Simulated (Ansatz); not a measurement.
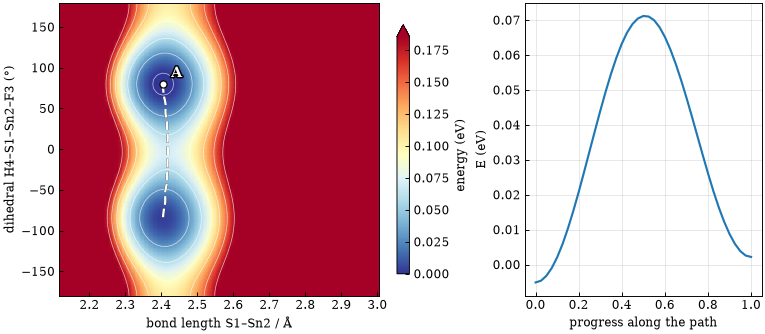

FH3SSn, SMILES [F][SnH2][SH]. 
- Coordinates scanned: (1) bond length S1–Sn2; (2) dihedral H4–S1–Sn2–F3.
- Nothing is relaxed (all other coordinates rigid).
- The grid has 15 × 15 points.
- Energies are in eV, from the lowest grid point.
- All numbers below come from RKS PBE-D4/def2-TZVP in Ansatz 0.2.0.

Drawn: a smooth colour map with a few white contour lines, a line along the lowest path, one colour for all values above the top of the scale, the energy along the path at the right, the start A. Between grid points the surface is interpolated.

> Describe the path and its barrier.

The easiest path leads from the well at about bond length S1–Sn2 = 2.40 Å, dihedral H4–S1–Sn2–F3 = 80° to the well at about bond length S1–Sn2 = 2.40 Å, dihedral H4–S1–Sn2–F3 = −85°, about 0.0073 eV higher (on a rigid scan; wells that are mirror images or exchange like atoms can differ by this much). Its highest point lies about 0.076 eV above the bottom of the first well on the interpolated surface, at about bond length S1–Sn2 = 2.42 Å, dihedral H4–S1–Sn2–F3 = 0°. The start is the relaxed structure and all else is held, so a fully relaxed path at this level can only be lower.
